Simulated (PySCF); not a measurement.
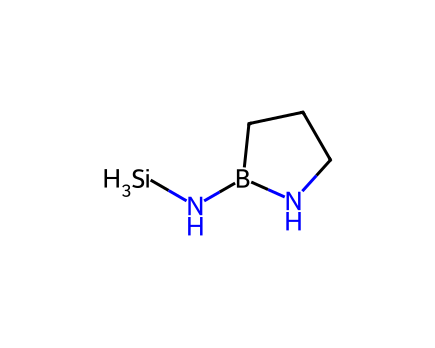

Computed geometry: GFN2-xTB optimisation. No frequency run is at hand to confirm it as a minimum. Level of theory: CAM-B3LYP/def2-SVPD, gas phase (PySCF 2.14.0). Excitations: vertical, linear response.

Estimate the dipole moment.

Answer. 0.22 D.

Give the HOMO energy (Kohn–Sham orbital) at this level.

Answer. −8.07 eV.

What is the LUMO energy (Kohn–Sham orbital)?

Answer. 0.85 eV.

Give the brightest of the 8 lowest singlets at this level.

Answer. 7.41 eV.

The geometry is semi-empirical. Around B, Si such bond lengths and angles can be off by a tenth of an ångström or more and by several degrees, and values that hang on the shape move with them.
